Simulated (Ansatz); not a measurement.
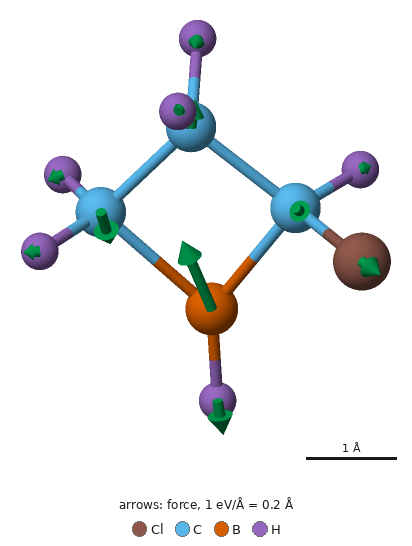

Starting geometry of C$_{3}$H$_{6}$BCl (coarse preliminary run) with the computed forces as green arrows. A ball-and-stick model, seen at a tilt.

The start comes from a force field.

Theory: RKS PBE-D4/def2-SVP (Ansatz).

Input
```yaml
crystal:
  periodic: [false, false, false]
  atoms:
    - {symbol: Cl, position_ang: [-0.703900, 2.270300, 0.451000]}
    - {symbol: C, position_ang: [-0.786900, 0.528400, 0.439700]}
    - {symbol: B, position_ang: [-0.761400, -0.049300, -1.071500]}
    - {symbol: C, position_ang: [0.752100, -0.652800, -0.574900]}
    - {symbol: C, position_ang: [0.545900, -0.085600, 0.789900]}
    - {symbol: H, position_ang: [-1.632000, 0.131100, 1.023700]}
    - {symbol: H, position_ang: [-1.366000, -0.033000, -2.029900]}
    - {symbol: H, position_ang: [1.570900, -0.217900, -1.144900]}
    - {symbol: H, position_ang: [0.670800, -1.757700, -0.527700]}
    - {symbol: H, position_ang: [0.448900, -0.860500, 1.614800]}
    - {symbol: H, position_ang: [1.326900, 0.669900, 1.050400]}
basis:
  gaussian: {orbitals: def2-SVP}
hamiltonian: {xc: pbe, dispersion: d4}
relax: {f_tol: 0.03, max_steps: 200}
```

Command:
```bash
ansatz run in.yaml --threads 4 --pin off --events-out ev --progress --plain --max-ram 10444MiB
```

### Is this structure relaxed? If not, where do the atoms go?

It isn't relaxed: the largest force vector, on B3, is 4.78 eV/Å. The final displacements have little in common with the starting forces (cosine between the two patterns 0.12). Over 15 geometry steps the energy falls by 18.2 kcal/mol. The largest force component goes from 3.7 to 0.022 eV/Å. The largest move after the best rigid fit is that of Cl1, 0.74 Å. Largest moves by element: Cl 0.74 Å, H 0.50 Å, C 0.19 Å, B 0.14 Å. Near-neighbour distances that change, for instance: Cl1–B3 2.775 → 2.235 Å, Cl1–C2 1.744 → 1.877 Å, B3–C4 1.703 → 1.606 Å, B3–H7 1.133 → 1.212 Å. Among the angles between lasting bonds that change: Cl1–C2–B3 111.2° → 79.9°, B3–C2–H6 112.2° → 136.8°, H8–C4–H9 118.4° → 107.2°.
